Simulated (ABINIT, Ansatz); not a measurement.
# KBr (Fm-3m): the LO frequency by hand

How high does the longitudinal optical mode of KBr (Fm-3m) lie, given the transverse one, the Born charge and ε∞?

Method: DFT LDA, scalar-relativistic, plane waves, PseudoDojo norm-conserving pseudopotentials, in ABINIT 10.8.3.

**1. Set-up**

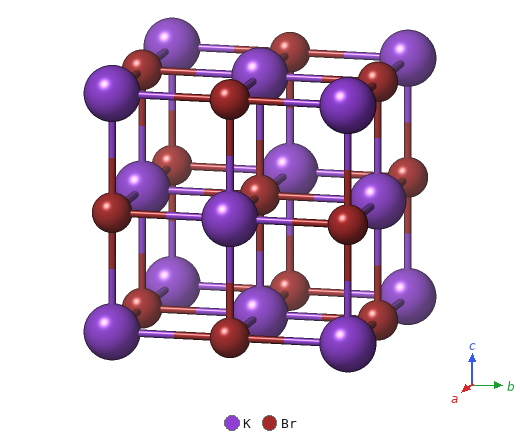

Start, viewed slightly off an axis; potassium purple, bromine red. This picture shows the conventional cell, with its axes. Some periodic images of atoms are drawn too.

This is the cell after its relaxation at this level of theory, not the database cell from which that began.

**2. What the response run gave**

A linear-response run on the relaxed cell, with the response to an electric field; only its zone-centre results are used. Cutoff 32 Ha, k mesh 4×4×4 with shifts.

Numbers of over 12 decimals in the logs are rounded to 6 here.

Output:

```text
[banners, grids, parts of the stress and lines that vanish by symmetry left out]
- input  file    -> dfpt_gamma.abi
- output file    -> dfpt_gamma.abo
- root for input  files -> dfpt_gammai
[...]
DATASET    1 : space group Fm -3 m (#225); Bravais cF (face-center cubic)
[...]
nfft =       91125          nkpt =         128
[...]
DATASET    2 : space group Fm -3 m (#225); Bravais cF (face-center cubic)
[...]
nfft =       91125          nkpt =         128
[...]
DATASET    3 : space group Fm -3 m (#225); Bravais cF (face-center cubic)
[...]
mpw =        3779          nfft =       91125          nkpt =         128
[...]
== DATASET  1 ==================================================================
[...]
cutoff_energies: {ecut:  32.0, pawecutdg:  -1.0, }
[...]
- 35.00000   7.00000  180309                  znucl, zion, pspdat
[...]
Perturbation : derivative vs k along direction   1
[...]
-ETOT  1  -12.532018468832     -1.253E+01 4.145E-02 0.000E+00
 ETOT  2  -12.586724916417     -5.471E-02 1.135E-03 0.000E+00
 ETOT  3  -12.587296156453     -5.712E-04 2.015E-05 0.000E+00
 ETOT  4  -12.587304015935     -7.859E-06 7.329E-07 0.000E+00
 ETOT  5  -12.587304149773     -1.338E-07 2.259E-08 0.000E+00
[...]
At SCF step   14   max residual=  9.98E-21 < tolwfr=  1.00E-20 =>converged.
[...]
Perturbation : derivative vs k along direction   2
[...]
-ETOT  1  -12.532018468612     -1.253E+01 4.145E-02 0.000E+00
[...]
At SCF step   14   max residual=  9.96E-21 < tolwfr=  1.00E-20 =>converged.
[...]
Perturbation : derivative vs k along direction   3
[...]
-ETOT  1  -12.532018468393     -1.253E+01 4.145E-02 0.000E+00
[...]
At SCF step   14   max residual=  9.98E-21 < tolwfr=  1.00E-20 =>converged.
[...]
1        1       1.3488785376    0.0000000000
     1        2       0.6744392688    0.0000000000
     1        3       0.6744392688    0.0000000000
     2        1       0.6744392688    0.0000000000
     2        2       1.3488785376    0.0000000000
     2        3       0.6744392688   -0.0000000000
     3        1       0.6744392688    0.0000000000
     3        2       0.6744392688   -0.0000000000
     3        3       1.3488785376    0.0000000000
[...]
== DATASET  2 ==================================================================
[...]
cutoff_energies: {ecut:  32.0, pawecutdg:  -1.0, }
[...]
Perturbation : displacement of atom   1   along direction   1
[...]
1    4   1    4         2.7590983585        -0.0000000000
   1    4   2    4        -0.0000000000        -0.0000000000
   1    4   3    4        -0.0000000000        -0.0000000000
   2    4   1    4        -0.0000000000        -0.0000000000
   2    4   2    4         2.7590983585        -0.0000000000
   2    4   3    4        -0.0000000000        -0.0000000000
   3    4   1    4        -0.0000000000        -0.0000000000
   3    4   2    4        -0.0000000000        -0.0000000000
   3    4   3    4         2.7590983585        -0.0000000000
  Effective charges, in cartesian coordinates,
[...]
1    1   1    4         1.1020480776         0.0000000000
   2    1   1    4        -0.0000000000         0.0000000000
   3    1   1    4         0.0000000000         0.0000000000
   1    2   1    4        -1.1016702520         0.0000000000
   2    2   1    4         0.0000000000         0.0000000000
[...]
Effective charges, in cartesian coordinates,
[...]
2    4   1    2         0.0000000000         0.0000000000
   3    4   1    2         0.0000000000         0.0000000000
   1    4   2    2         0.0000000000         0.0000000000
   2    4   2    2        -1.1016701817         0.0000000000
   3    4   2    2         0.0000000000         0.0000000000
   1    4   3    2        -0.0000000000         0.0000000000
   2    4   3    2        -0.0000000000         0.0000000000
   3    4   3    2        -1.1016701817         0.0000000000
  Phonon wavevector (reduced coordinates) :  0.00000  0.00000  0.00000
 Phonon energies in Hartree :
[...]
Phonon frequencies in cm-1    :
-  3.711237E-01  3.711239E-01  3.711242E-01  1.300380E+02  1.300380E+02
-  1.300380E+02
  Phonon at Gamma, with non-analyticity in the
[...]
Phonon energies in Hartree :
[...]
Phonon frequencies in cm-1    :
-  3.711237E-01  3.711239E-01  3.713446E-01  1.300380E+02  1.300380E+02
-  1.722626E+02
  Phonon at Gamma, with non-analyticity in the
[...]
Phonon energies in Hartree :
[...]
Phonon frequencies in cm-1    :
-  3.711237E-01  3.711242E-01  3.713443E-01  1.300380E+02  1.300380E+02
-  1.722626E+02
  Phonon at Gamma, with non-analyticity in the
[...]
Phonon energies in Hartree :
[...]
Phonon frequencies in cm-1    :
-  3.711239E-01  3.711242E-01  3.713441E-01  1.300380E+02  1.300380E+02
-  1.722626E+02
[...]
== DATASET  3 ==================================================================
[...]
cutoff_energies: {ecut:  32.0, pawecutdg:  -1.0, }
[...]
1          1       -0.000000000       -0.000000000       -0.000000000
[...]
1          2       -0.000000000       -0.000000000       -0.000000000
[...]
1          3       -0.000000000       -0.000000000       -0.000000000
[...]
2          1       -0.000000000       -0.000000000       -0.000000000
[...]
2          2       -0.000000000       -0.000000000       -0.000000000
[...]
2          3       -0.000000000       -0.000000000       -0.000000000
[...]
strten2     0.0000000000E+00  0.0000000000E+00  0.0000000000E+00
           strten3     0.0000000000E+00  0.0000000000E+00  0.0000000000E+00
================================================================================
```

```
                       quantity   value
             cell volume Ω (Å³)  64.622
                  mass of K (u)  39.098
                 mass of Br (u)  79.904
      Born charge of K, raw (e)   1.102
     Born charge of Br, raw (e)  -1.102
                             ε∞   2.759
ω(TO) after the sum rule (cm⁻¹)   130.0
```

**3. The calculation**

The charges must sum to zero over the cell; taking off their mean, 0.000 e, leaves Z* = 1.102 e on K. In the polar mode K moves against Br, so the reduced mass is μ = 39.10 × 79.90 / 119.00 = 26.253 u.

A longitudinal wave builds up a field that adds to the restoring force: ω(LO)² = ω(TO)² + 4π Z*² / (μ Ω ε∞), in Hartree atomic units. With μ = 47855 electron masses and Ω = 436.09 bohr³ the second term is 2.6496e-07 Ha², or 12763 cm⁻² (1 Ha = 219474.6 cm⁻¹).

So ω(LO) = √(16910 + 12763) = 172.3 cm⁻¹, and by the Lyddane-Sachs-Teller relation ε₀ = ε∞ (ω(LO)/ω(TO))² = 4.84.

**4. Check against the program**

The analysis program adds the same non-analytic term to the full matrix.

Output:

```text
[banners, grids, parts of the stress and lines that vanish by symmetry left out]
-outvars_anaddb: echo values of input variables ----------------------

 Flags :
[...]
Dielectric Tensor and Effective Charges
[...]
Effective charge tensors after
[...]
1          1       -0.000000000       -0.000000000       -0.000000000
[...]
1          2       -0.000000000       -0.000000000       -0.000000000
[...]
1          3       -0.000000000       -0.000000000       -0.000000000
[...]
2          1       -0.000000000       -0.000000000       -0.000000000
[...]
2          2       -0.000000000       -0.000000000       -0.000000000
[...]
2          3       -0.000000000       -0.000000000       -0.000000000
[...]
Phonon wavevector (reduced coordinates) :  0.00000  0.00000  0.00000
 Phonon energies in Hartree :
[...]
Phonon energies in meV     :
-  0.000000E+00  0.000000E+00  0.000000E+00  1.612252E+01  1.612252E+01
-  1.612252E+01
 Phonon frequencies in cm-1    :
-  0.000000E+00  0.000000E+00  0.000000E+00  1.300369E+02  1.300369E+02
-  1.300369E+02
 Phonon frequencies in Thz     :
-  0.000000E+00  0.000000E+00  0.000000E+00  3.898409E+00  3.898409E+00
-  3.898409E+00
 Phonon energies in Kelvin  :
-  0.000000E+00  0.000000E+00  0.000000E+00  1.870941E+02  1.870941E+02
-  1.870941E+02
[...]
-  1  0.00000000E+00  0.00000000E+00 -2.14704983E-03
-     0.00000000E+00  0.00000000E+00  0.00000000E+00
-  2  0.00000000E+00  0.00000000E+00 -2.14705091E-03
-     0.00000000E+00  0.00000000E+00  0.00000000E+00
[...]
-  1  0.00000000E+00 -2.14704983E-03  0.00000000E+00
-     0.00000000E+00  0.00000000E+00  0.00000000E+00
-  2  0.00000000E+00 -2.14705091E-03  0.00000000E+00
-     0.00000000E+00  0.00000000E+00  0.00000000E+00
[...]
-  1  2.14704984E-03  0.00000000E+00  0.00000000E+00
-     0.00000000E+00  0.00000000E+00  0.00000000E+00
-  2  2.14705091E-03  0.00000000E+00  0.00000000E+00
-     0.00000000E+00  0.00000000E+00  0.00000000E+00
[...]
-  1  0.00000000E+00  2.05014753E-07  3.06935884E-03
-     0.00000000E+00  0.00000000E+00  0.00000000E+00
-  2  0.00000000E+00 -1.00316934E-07 -1.50188542E-03
-     0.00000000E+00  0.00000000E+00  0.00000000E+00
[...]
-  1  0.00000000E+00  3.06935884E-03 -2.05014772E-07
-     0.00000000E+00  0.00000000E+00  0.00000000E+00
-  2  0.00000000E+00 -1.50188542E-03  1.00316943E-07
-     0.00000000E+00  0.00000000E+00  0.00000000E+00
[...]
-  1  3.06935885E-03  0.00000000E+00  0.00000000E+00
-     0.00000000E+00  0.00000000E+00  0.00000000E+00
-  2 -1.50188542E-03  0.00000000E+00  0.00000000E+00
[...]
-  2.135721E+01
 Phonon frequencies in cm-1    :
-  0.000000E+00  0.000000E+00  0.000000E+00  1.300369E+02  1.300369E+02
-  1.722575E+02
 Phonon frequencies in Thz     :
-  0.000000E+00  0.000000E+00  0.000000E+00  3.898409E+00  3.898409E+00
-  5.164150E+00
 Phonon energies in Kelvin  :
-  0.000000E+00  0.000000E+00  0.000000E+00  1.870941E+02  1.870941E+02
-  2.478401E+02
[...]
-  1  0.00000000E+00  0.00000000E+00 -2.14704983E-03
[...]
-  2  0.00000000E+00  0.00000000E+00 -2.14705091E-03
[...]
Phonon at Gamma, with non-analyticity in the
[...]
Phonon energies in Hartree :
[...]
Phonon energies in meV     :
-  0.000000E+00  0.000000E+00  0.000000E+00  1.612252E+01  1.612252E+01
-  2.135721E+01
 Phonon frequencies in cm-1    :
-  0.000000E+00  0.000000E+00  0.000000E+00  1.300369E+02  1.300369E+02
-  1.722575E+02
 Phonon frequencies in Thz     :
-  0.000000E+00  0.000000E+00  0.000000E+00  3.898409E+00  3.898409E+00
-  5.164150E+00
 Phonon energies in Kelvin  :
-  0.000000E+00  0.000000E+00  0.000000E+00  1.870941E+02  1.870941E+02
-  2.478401E+02
[...]
Phonon at Gamma, with non-analyticity in the
[...]
Phonon energies in Hartree :
[...]
Phonon energies in meV     :
-  0.000000E+00  0.000000E+00  0.000000E+00  1.612252E+01  1.612252E+01
-  2.135721E+01
 Phonon frequencies in cm-1    :
-  0.000000E+00  0.000000E+00  0.000000E+00  1.300369E+02  1.300369E+02
-  1.722575E+02
 Phonon frequencies in Thz     :
-  0.000000E+00  0.000000E+00  0.000000E+00  3.898409E+00  3.898409E+00
-  5.164150E+00
 Phonon energies in Kelvin  :
-  0.000000E+00  0.000000E+00  0.000000E+00  1.870941E+02  1.870941E+02
-  2.478401E+02
[...]
-  1  1.10257097E-06 -2.14704704E-03 -3.35069350E-06
[...]
-  2  1.10272634E-06 -2.14704797E-03 -3.35054037E-06
[...]
-  1  2.14704950E-03  1.10148480E-06  8.30139080E-07
[...]
-  2  2.14705042E-03  1.10133056E-06  8.29984707E-07
[...]
-  1  3.39037241E-04  1.98089348E-03 -2.31993072E-03
[...]
-  2 -1.65896239E-04 -9.69282245E-04  1.13517848E-03
[...]
-  1  2.48308201E-03 -1.53515587E-03 -9.47926139E-04
[...]
-  2 -1.21501097E-03  7.51175841E-04  4.63835127E-04
[...]
-         0.000000000       0.000000000       0.000000000
-         0.000000000       0.000000000       0.000000000
[...]
-         0.000000000       0.000000000       0.000000000
-         0.000000000       0.000000000       0.000000000
-         0.000000000       0.000000000       0.000000000
[...]
-         0.000000000       0.000000000       0.000000000
-         0.000000000       0.000000000       0.000000000
-         0.000000000       0.000000000       0.000000000
[...]
Direction                     Dielectric constant
[...]
0.00000   0.00000   1.00000      4.84161281
   1.00000   1.00000   1.00000      4.84161281
-
```

```
    quantity  by hand  program
ω(LO) (cm⁻¹)    172.3    172.3
          ε₀     4.84     4.84
```

**5. Outcome**

```
TO mode                    : 130.0 cm⁻¹
LO mode                    : 172.3 cm⁻¹
static dielectric constant : 4.842
```

In words: The LO mode of KBr (Fm-3m) lies at 172 cm⁻¹, 42 cm⁻¹ above the TO mode; the formula meets the program within 0.1 cm⁻¹, as it must for a cubic crystal with one polar mode. ω(LO)² − ω(TO)² goes with Z*²/ε∞: an error of 5 % in ε∞ would move the LO mode by 1.8 cm⁻¹, and semilocal functionals tend to overestimate ε∞. These are harmonic values at zero temperature, at the volume of this functional, for the structure held cubic; stability elsewhere in the zone is no part of this calculation.

[Host names and launcher messages were left out of these logs when they were recorded.]

[Logs are printed without paths, hosts, clocks, repeated set-up lines and the standing remarks that a program may print on its own settings, such as how far it seeks lower states.]

[Hosts, paths, dates, database ids (printed as entryN), source tags and the programs' standing remarks are cut or masked in the printed files.]
